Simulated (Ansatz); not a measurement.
# Convergence of a linear-scaling basis for random alloy of the monolayer 2H MoS2-MoSe2 line, x = 0 (75 atoms), part 3 of 3

Wanted: errors and times of a linear-scaling basis for random alloy of the monolayer 2H MoS2-MoSe2 line, x = 0 (75 atoms). A setting counts as converged where the r.m.s. difference of forces stays under 1 % of the r.m.s. force.

Ansatz 0.2.0; Kohn-Sham DFT, PBE, PAW (set soft_2), plane waves.

The cell: 25 Mo and 50 S. The host structure and its lattice constant were typed by rule, without a check against the phase diagram. Beside vacuum, support functions can miss their usual error bounds without a warning. Only the Γ point is sampled, in a cell whose shortest periodic width is 14 Å.

So far. Step 11 (Support functions medium, spacing 0.222 Å): Forces differ from the reference by 0.17 meV/Å r.m.s., 0.046 % of their size, well within a tolerance of 1 %; the energy by +0.15 meV/atom. It took 1.7 times the reference's time (shared host, so rough). The two runs also began from different starting densities, which bears on cycles and time.

**12. Support functions medium, spacing 0.197 Å**

Level of this step: Kohn-Sham DFT, PBE, PAW (set soft_2), localised support functions (medium) (Ansatz).

The grid spacing sets how fine a wave the support functions can hold. Besides, the program derives a nominal cutoff of 420 eV for this run, against the reference's 750.

Contents of input.yaml:

```yaml
crystal:
  lattice:
    - [15.9, 0.0, 0.0]
    - [-7.95, 13.7698, 0.0]
    - [0.0, 0.0, 18.5]
  atoms:
    [... the 75 atom lines of step 2 ...]
kpoints:
  mp_grid: { grid: [1, 1, 1] }
hamiltonian:
  xc: pbe
scf:
  occupations: { method: fixed }
  eigensolver: { kind: { support_functions: { accuracy: medium, spacing: 0.197 } } }
  mixing: { beta: 0.4 }
  max_iter: 150
output:
  forces: true
  eigenvalues: true
```

On the command line:

```console
$ ansatz run input.yaml --threads 4 --pin off --max-ram 15872MiB --backend cpu --events-out ev --progress --plain --runs-dir out
```

Numbers of over 12 decimals in the logs are rounded to 6 here.

The program printed:

```text
[...]
Crystal: 75 atoms, lattice volume = 4050.387 Å³
Basis set: ecut = 420 eV, 79165 PW (Γ), exchange–correlation on 240×240×250 points (8 copies of the dense FFT grid, shifted against one another)
Bands: 390, of which v1, the nominal top of the filled ones, is band 325 counted from 1 (324 counted from 0)
Symmetry: 1 space group operations
k-points: 1
[...]
SCF iter   1: F=—  HF=-169072.376404 eV  |F-HF|=—  |Δ(HF+E_count)|=         —  Δρ=4.82e-2  dr2=1.63e2  ethr=1.00e-1
[...]
SCF iter  14: F=—  HF=-169069.747161 eV  |F-HF|=—  |Δ(HF+E_count)|=   1.03e-3  Δρ=9.18e-6  dr2=2.50e-6  ethr=1.41e-9  κ⁻¹=2.3e-5(r=7)
SCF iter  15: F=-169069.747164 eV  HF=-169069.747163 eV  |F-HF|=7.68e-7  |Δ(HF+E_count)|=   1.61e-6  Δρ=4.47e-6  dr2=7.32e-7  ethr=3.84e-10
SCF 1 converged in 15 iterations: F = -169069.761594 eV  dr2 = 7.32e-7
[...]
SCF converged after 15 iterations
[...]
Free energy (F): -169069.761594 eV
[...]
Internal energy: -169069.761594 eV  (E = F + TS)
E sigma→0 (E₀):  -169069.761594 eV
Fermi energy:    -0.602681 eV
[...]
Σ components = -169069.761594   (vs F -169069.761594, Δ=0.00e0)
--- Forces (eV/Å), atoms counted from 1 ---
  atom   1  Mo    -0.70260709     0.20296575    -0.34444752
  atom   2  S      0.12763951    -0.04235807     1.00934423
  atom   3  S     -0.14774946     0.32716111    -0.01559819
  atom   4  Mo     0.09877252    -0.48541238     1.04210821
[...]
atom  75  S     -0.29293705    -0.22772159     0.45680543
  max |Σ_I F_I| component: 2.58e-3 eV/Å
--- Band table (eV) ---
[...]
```

Wall time 4.7 min (4 threads of Arm Neoverse V1, shared host); peak memory 7.4 GiB; 18 min of CPU time.

Keys that differ from the reference: basis.ecutwfc removed, support_functions.accuracy = "medium", support_functions.spacing = 0.197, scf.max_iter = 150 and scf.mixing.beta = 0.4.

Forces differ from the reference by 0.22 meV/Å r.m.s., 0.059 % of their size, well within a tolerance of 1 %; the energy by +0.080 meV/atom. It took 2.3 times the reference's time (shared host, so rough). The two runs also began from different starting densities, which bears on cycles and time.

**13. Cost against change**

Differences are against the plane-wave reference (Kohn-Sham DFT, PBE, PAW (set soft_2), plane waves), whose r.m.s. force component is 0.372 eV/Å. Energies are set beside the reference only for runs with its functional, potentials and electron count. Times are for 4 threads of Arm Neoverse V1, shared host. The reference's time includes the DOS and grids, which some other runs skip.

| run | Δ force, r.m.s. (meV/Å) | share of r.m.s. force (%) | Δ energy (meV/atom) | Δ gap (eV) | cycles | time | host memory (GiB) |
| --- | --- | --- | --- | --- | --- | --- | --- |
| reference | - | - | - | - | 12 | 78 s | 4.5 |
| plane waves at 750 eV (750 eV) | 0.421 | 0.113 | -0.636 | 0 | 12 | 2 min | 10 |

**14. Cost against change**

Differences are against the run with plane waves at 750 eV (Kohn-Sham DFT, PBE, PAW (set soft_2), plane waves), whose r.m.s. force component is 0.372 eV/Å. Energies are set beside the reference only for runs with its functional, potentials and electron count. Times are for 4 threads of Arm Neoverse V1, shared host.

| run | Δ force, r.m.s. (meV/Å) | share of r.m.s. force (%) | Δ energy (meV/atom) | Δ gap (eV) | cycles | time | host memory (GiB) |
| --- | --- | --- | --- | --- | --- | --- | --- |
| reference | - | - | - | - | 12 | 2 min | 10 |
| support functions medium | 0.152 | 0.0409 | 0.0496 | -1.0e-4 | 15 | 3.7 min | 5.8 |
| support functions low | 0.191 | 0.0512 | 0.0481 | -1.0e-4 | 13 | 3.2 min | 5.6 |
| support functions high | 0.032 | 0.0087 | 0.0793 | 0 | 20 | 10 min | 9.6 |
| support functions medium, spacing 0.444 Å | 130 | 34.8 | 153 | -0.0174 | 16 | 85 s | 3.1 |
| support functions medium, spacing 0.37 Å | 18.7 | 5.03 | 0.405 | -3.0e-4 | 15 | 1.7 min | 3.5 |
| support functions medium, spacing 0.321 Å | 7.86 | 2.11 | -1.06 | 8.0e-4 | 15 | 1.9 min | 3.9 |
| support functions medium, spacing 0.284 Å | 0.998 | 0.268 | -0.729 | -3.0e-4 | 15 | 2.4 min | 4.6 |
| support functions medium, spacing 0.222 Å | 0.17 | 0.0458 | 0.145 | -1.0e-4 | 15 | 3.4 min | 5.7 |
| support functions medium, spacing 0.197 Å | 0.222 | 0.0595 | 0.0797 | -1.0e-4 | 15 | 4.7 min | 7.4 |

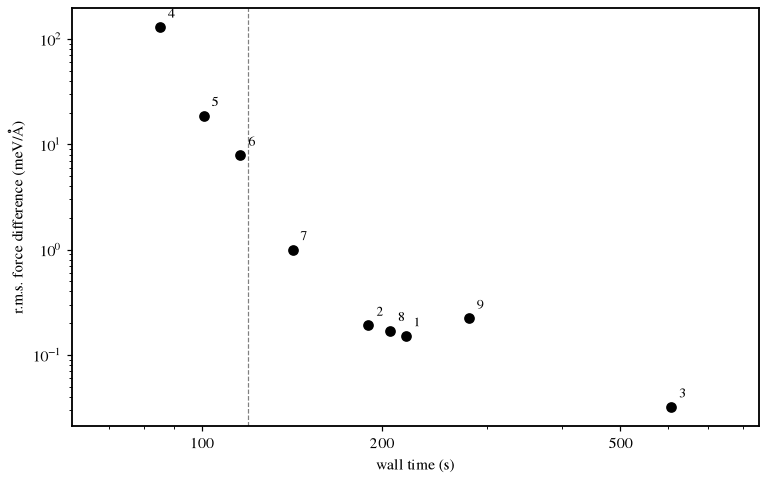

Force difference from the reference against wall time; the dashed line marks the reference's time. Points: 1 support functions medium; 2 support functions low; 3 support functions high; 4 support functions medium, spacing 0.444 Å; 5 support functions medium, spacing 0.37 Å; 6 support functions medium, spacing 0.321 Å; 7 support functions medium, spacing 0.284 Å; 8 support functions medium, spacing 0.222 Å; 9 support functions medium, spacing 0.197 Å.

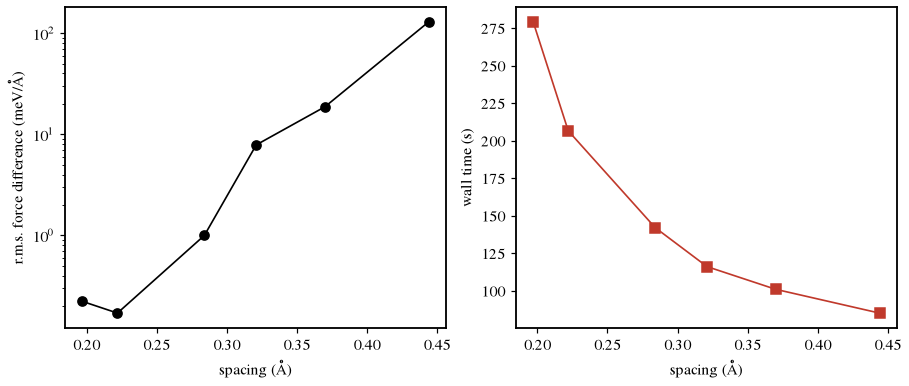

Force difference and time against the spacing.

**15. The first run in detail**

The first run, on the default basis, asked for the full analyses, so its electronic structure is set out here.

Length of the force by element:

| element | coordination | atoms | mean length of the force (eV/Å) | spread | least | most |
| --- | --- | --- | --- | --- | --- | --- |
| Mo | all | 25 | 0.846 | 0.262 | 0.347 | 1.38 |
| S | all | 50 | 0.443 | 0.189 | 0.170 | 1.02 |

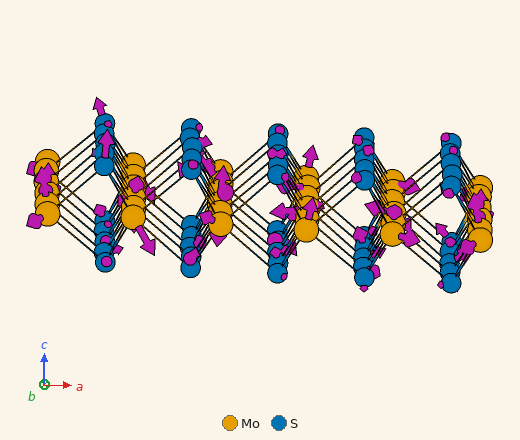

Forces as arrows; the longest in the cell is 1.38 eV/Å. Bonds to atoms that aren't drawn are left out. Some periodic images of atoms are drawn too.

Löwdin charges by element (they lack the spilled electrons, 0.067 e an atom on average):

| element | coordination | atoms | mean charge (e) | spread | least | most |
| --- | --- | --- | --- | --- | --- | --- |
| Mo | all | 25 | 0.335 | 0.0055 | 0.325 | 0.345 |
| S | all | 50 | -0.0667 | 0.0102 | -0.0877 | -0.0347 |

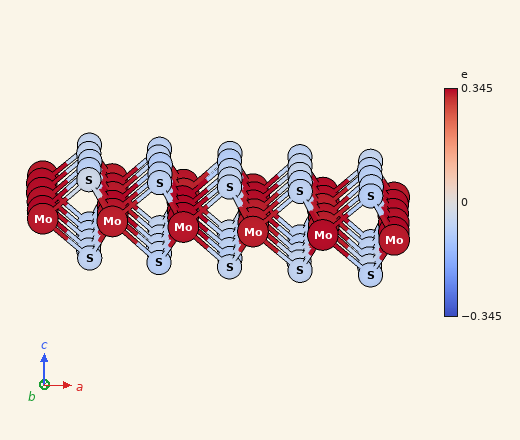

Atoms coloured by Löwdin charge. Bonds to atoms that aren't drawn are left out. Some periodic images of atoms are drawn too.

Density of states as counts of states in windows of 1 eV (from the Fermi level), total and the larger projections:

| from (eV) | to (eV) | total | S p | Mo d | S s |
| --- | --- | --- | --- | --- | --- |
| -14 | -13 | 12.5 | 0.4 | 0.2 | 7.7 |
| -13 | -12 | 67.9 | 1.9 | 7.1 | 55.2 |
| -12 | -11 | 18.1 | 0.2 | 3.0 | 14.8 |
| -11 | -6 | 0.0 | 0.0 | 0.0 | 0.0 |
| -6 | -5 | 50.1 | 30.8 | 15.2 | 1.1 |
| -5 | -4 | 38.1 | 24.3 | 11.7 | 1.1 |
| -4 | -3 | 83.2 | 50.1 | 25.3 | 4.3 |
| -3 | -2 | 56.8 | 33.8 | 20.9 | 0.6 |
| -2 | -1 | 69.3 | 54.3 | 12.1 | 1.7 |
| -1 | 0 | 51.5 | 16.0 | 33.0 | 0.7 |
| 0 | 1 | 1.1 | 0.4 | 0.7 | 0.0 |
| 1 | 2 | 8.6 | 2.6 | 5.5 | 0.1 |
| 2 | 3 | 103.4 | 33.8 | 63.1 | 2.1 |

With fixed occupations the program's Fermi level is the highest filled level; weight inside the gap is the broadening of levels at its edges.

Between -26 and -14 eV lie 2 more states.

About 201 of the 650 electrons lie in deeper levels, below the stored range.

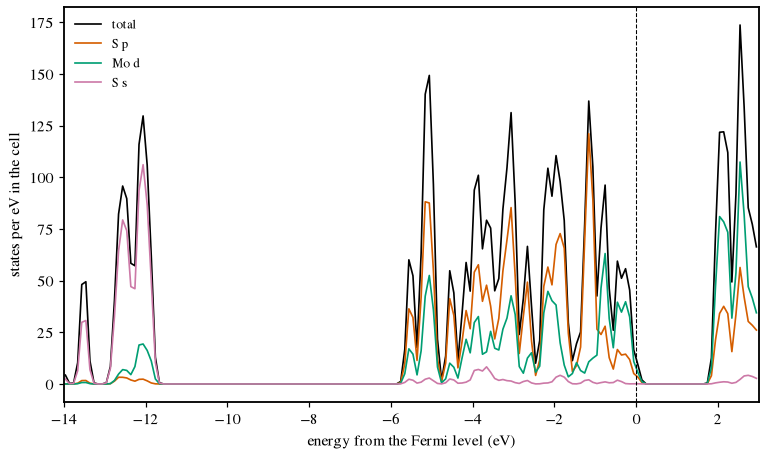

Total and projected density of states, with the broadening of the input.

The levels nearest the highest filled one (over half full), pooled over k-points and spins:

| level less the highest filled one (eV) | occupation |
| --- | --- |
| -0.244 | 2 |
| -0.235 | 2 |
| -0.200 | 2 |
| -0.192 | 2 |
| -0.182 | 2 |
| 0 | 2 |
| 1.95 | 0 |
| 1.97 | 0 |
| 1.99 | 0 |
| 1.99 | 0 |
| 2.00 | 0 |
| 2.02 | 0 |

Planar average of the electrostatic potential energy along the normal, with the Fermi level as zero, after a running mean with a triangular window 4 Å wide at its base:

| height (Å) | potential energy (eV) |
| --- | --- |
| 0.0 | 5.95 |
| 0.7 | 5.95 |
| 1.5 | 5.95 |
| 2.2 | 5.95 |
| 3.0 | 5.95 |
| 3.7 | 5.95 |
| 4.4 | 5.92 |
| 5.2 | 5.65 |
| 5.9 | 4.17 |
| 6.7 | 1.11 |
| 7.4 | -3.43 |
| 8.1 | -7.82 |
| 8.9 | -10.66 |
| 9.5 | -10.97 |
| 10.2 | -8.54 |
| 11.0 | -4.43 |
| 11.7 | 0.29 |
| 12.4 | 3.66 |
| 13.2 | 5.48 |
| 13.9 | 5.90 |
| 14.7 | 5.94 |
| 15.4 | 5.95 |
| 16.1 | 5.95 |
| 16.9 | 5.95 |
| 17.6 | 5.95 |
| 18.4 | 5.95 |

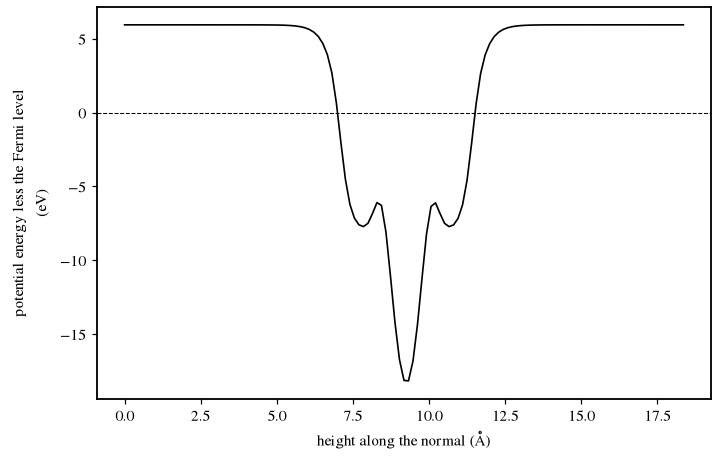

Planar average of the electrostatic potential energy; the dashed line is the Fermi level.

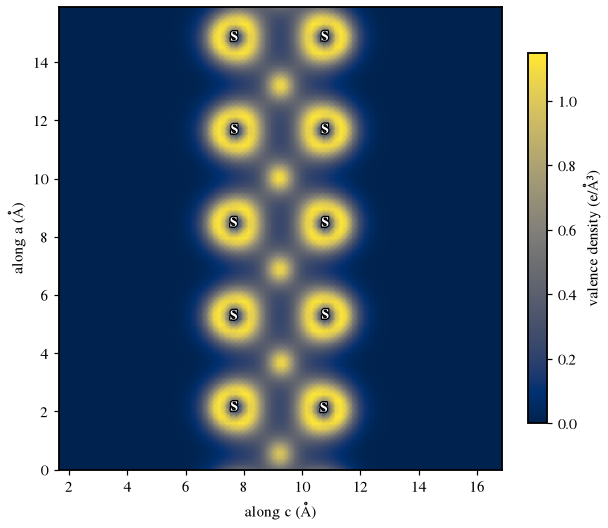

Valence density in the ca plane at fractional y = 0.065, with atoms of S within 0.2 Å of it. It is the smooth field of the valence electrons, not physical close to the nuclei. The far vacuum is left out of the map.

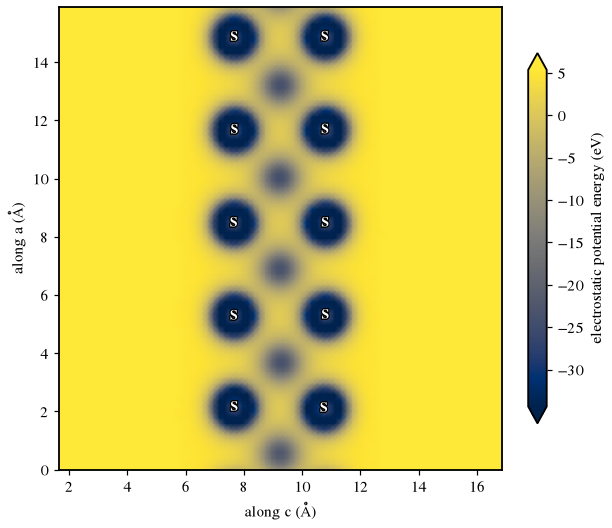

Electrostatic potential energy in the ca plane at fractional y = 0.065, with atoms of S within 0.2 Å of it. With pseudopotentials it is smooth inside the atoms' cores, unlike the true potential. The far vacuum is left out of the map.

Mean Löwdin charges: Mo +0.33, S -0.07 e (they miss 0.78 % of the electrons, so they add up to more than the cell's charge). Charges this small depend on the projection, at times even in sign. The largest share in the top eV of filled states is Mo d (65 % of the projected weight), and in the lowest eV of empty states Mo d (63 % of the projected weight). The potential stands 5.95 eV above the highest filled level over the upper face and 5.95 eV under the lower one, a reading of the ionisation potential at this level on the run's k-points.

**16. Local order**

Bonds and neighbours are counted at the geometry of the runs.

Normalised to the volume that the atoms fill. g(r), total and by pair (bins of 0.2 Å):

| r (Å) | total | S-S | S-Mo | Mo-Mo |
| --- | --- | --- | --- | --- |
| 2.30 | 1.31 | 0.00 | 2.96 | 0.00 |
| 2.50 | 2.84 | 0.00 | 6.40 | 0.00 |
| 2.70 | 0.00 | 0.00 | 0.00 | 0.00 |
| 2.90 | 0.00 | 0.00 | 0.00 | 0.00 |
| 3.10 | 3.24 | 5.08 | 0.00 | 8.80 |
| 3.30 | 0.76 | 1.22 | 0.00 | 1.96 |
| 3.50 | 0.00 | 0.00 | 0.00 | 0.00 |
| 3.70 | 0.00 | 0.00 | 0.00 | 0.00 |
| 3.90 | 0.92 | 0.00 | 2.07 | 0.00 |
| 4.10 | 0.59 | 0.00 | 1.34 | 0.00 |
| 4.30 | 0.01 | 0.02 | 0.00 | 0.00 |
| 4.50 | 1.21 | 2.72 | 0.00 | 0.00 |
| 4.70 | 0.00 | 0.00 | 0.00 | 0.00 |
| 4.90 | 0.00 | 0.00 | 0.00 | 0.00 |
| 5.10 | 1.86 | 0.00 | 4.18 | 0.00 |
| 5.30 | 0.00 | 0.00 | 0.00 | 0.00 |
| 5.50 | 1.20 | 1.79 | 0.00 | 3.59 |
| 5.70 | 0.00 | 0.00 | 0.00 | 0.00 |
| 5.90 | 0.00 | 0.00 | 0.00 | 0.00 |
| 6.10 | 0.00 | 0.00 | 0.00 | 0.00 |
| 6.30 | 1.43 | 2.58 | 0.00 | 2.48 |
| 6.50 | 0.07 | 0.11 | 0.00 | 0.21 |
| 6.70 | 0.47 | 0.00 | 1.07 | 0.00 |
| 6.90 | 0.57 | 0.00 | 1.28 | 0.00 |
| 7.10 | 0.48 | 1.08 | 0.00 | 0.00 |
| 7.30 | 0.00 | 0.00 | 0.00 | 0.00 |
| 7.50 | 0.43 | 0.00 | 0.96 | 0.00 |
| 7.70 | 0.00 | 0.00 | 0.00 | 0.00 |

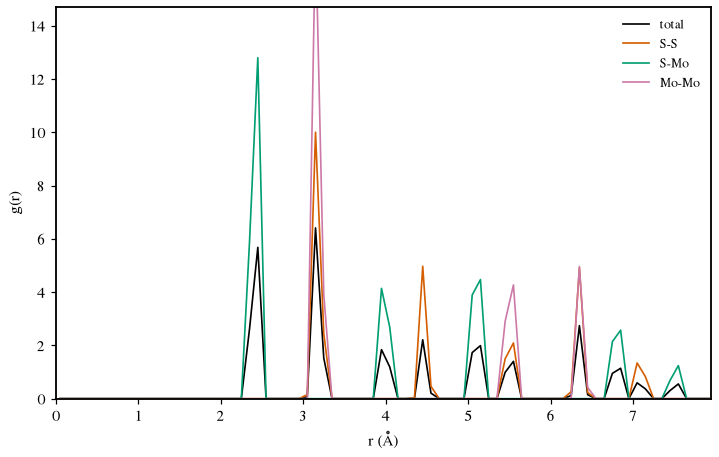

Pair distribution functions, with peaks cut at 14.

Bonds by pair of elements; cutoffs follow the first minimum of g(r), held within bounds set by covalent radii, and pairs that aren't listed don't count as bonded:

| pair A-B | cutoff (Å) | bonds | mean length (Å) | spread (Å) | shortest (Å) | B about A | A about B |
| --- | --- | --- | --- | --- | --- | --- | --- |
| S-Mo | 3.03 | 150 | 2.42 | 0.026 | 2.35 | 3 | 6 |

How many atoms have how many bonded neighbours:

| element | mean | 3 | 6 |
| --- | --- | --- | --- |
| Mo | 6 | 0 | 25 |
| S | 3 | 50 | 0 |

First main peaks of g(r), for some of the pairs, lie near 3.17 Å (S-S), 2.41 Å (S-Mo) and 3.18 Å (Mo-Mo). By these cutoffs all Mo atoms have 6 and all S atoms have 3 bonded neighbours.

The surroundings of Mo58, which bears the longest force, nearest first, numbered as they follow in the input and with coordinates relative to it.

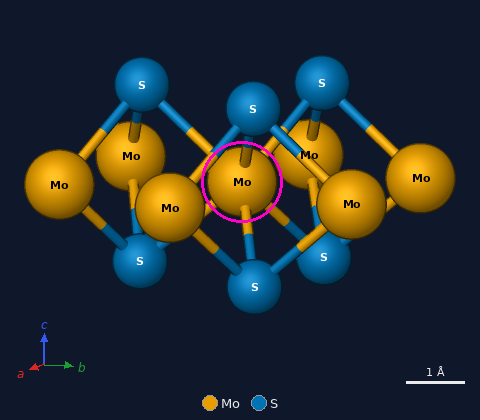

The atoms of the table, within 3.2 Å (arrows a, b, c point along x, y, z); some may hide others; the central atom is ringed.

| atom | x | y | z | distance (Å) | bonds | Löwdin charge (e) | Fx | Fy | Fz (eV/Å) |
| --- | --- | --- | --- | --- | --- | --- | --- | --- | --- |
| Mo58 | 0.00 | 0.00 | 0.00 | 0.00 | 6 | 0.34 | -0.22 | -1.35 | 0.19 |
| S60 | 1.57 | 0.88 | -1.57 | 2.38 | 3 | -0.07 | 0.31 | -0.02 | 0.18 |
| S44 | -1.59 | 0.86 | 1.56 | 2.39 | 3 | -0.06 | -0.10 | 0.26 | 0.06 |
| S59 | 1.57 | 0.86 | 1.60 | 2.40 | 3 | -0.07 | 0.06 | 0.19 | -0.22 |
| S45 | -1.63 | 0.88 | -1.54 | 2.41 | 3 | -0.05 | 0.55 | 0.07 | -0.63 |
| S42 | 0.02 | -1.92 | -1.54 | 2.46 | 3 | -0.07 | -0.48 | 0.56 | -0.06 |
| S41 | -0.02 | -1.90 | 1.60 | 2.48 | 3 | -0.09 | -0.08 | 0.42 | -0.50 |
| Mo61 | 1.55 | 2.71 | 0.01 | 3.12 | 6 | 0.34 | 0.90 | -0.18 | -0.13 |
| Mo46 | -1.62 | 2.71 | -0.02 | 3.16 | 6 | 0.33 | 0.14 | 0.08 | 0.78 |
| Mo43 | -3.17 | -0.04 | -0.02 | 3.17 | 6 | 0.32 | -0.77 | -0.31 | 0.97 |
| Mo73 | 3.17 | -0.06 | 0.03 | 3.18 | 6 | 0.34 | -0.11 | 0.50 | -1.02 |
| Mo55 | 1.58 | -2.81 | 0.01 | 3.22 | 6 | 0.34 | 0.32 | 0.10 | -0.19 |
| Mo40 | -1.64 | -2.78 | 0.01 | 3.23 | 6 | 0.35 | 0.64 | -0.60 | 0.08 |

The column of bonds counts only the pairs S-Mo within 3.03 Å; other neighbours, such as metal atoms beside each other in a compound, aren't counted, and periodic images can show an atom twice.

**17. Results**

```yaml
free_energy_per_atom: -2254.2629 eV/atom
r_m_s_force_component: 0.3725 eV/Å
spacing_of_highest_filled_and_lowest_empty_level: 1.951 eV
potential_in_mid_vacuum_over_the_fermi_level: 5.949 eV
wall_time_of_the_11_dft_runs: 36 min
```

Against plane waves at 750 eV, the forces differ by 0.15 meV/Å (0.041 %) with support functions medium, and by 0.032 meV/Å in the closest run (support functions high). At 75 atoms the fastest of the runs at a preset level, support functions low, takes 1.6 times the time of plane waves, in 13 SCF cycles against 12. Differences between support functions and plane waves include what basis error the plane-wave run still has. As the typed spacing goes from 0.197 to 0.444 Å, the force difference goes from 0.22 to 130 meV/Å (not steadily; the least is 0.17 at 0.222 Å), and the time from 4.7 min to 85 s.

The highest filled and lowest empty levels differ by 1.95 eV at Γ alone; the mesh holds the band edges only if they fold onto it, so the gap at this level can be narrower or closed, and states at the surface or the caps may set it. The potential stands 5.95 eV above the highest filled level over the upper face and 5.95 eV under the lower one, a reading of the ionisation potential at this level on the run's k-points. Counting bonds as in the table, all Mo atoms have 6 and all S atoms have 3 bonded neighbours.

**Limits.** The geometry was built by rule, was displaced at random and isn't relaxed at this level: its force components are 0.37 eV/Å r.m.s.

[Logs are printed without paths, hosts, clocks, repeated set-up lines and the standing remarks that a program may print on its own settings, such as how far it seeks lower states.]

[Hosts, paths, dates, database ids (printed as entryN), source tags and the programs' standing remarks are cut or masked in the printed files.]
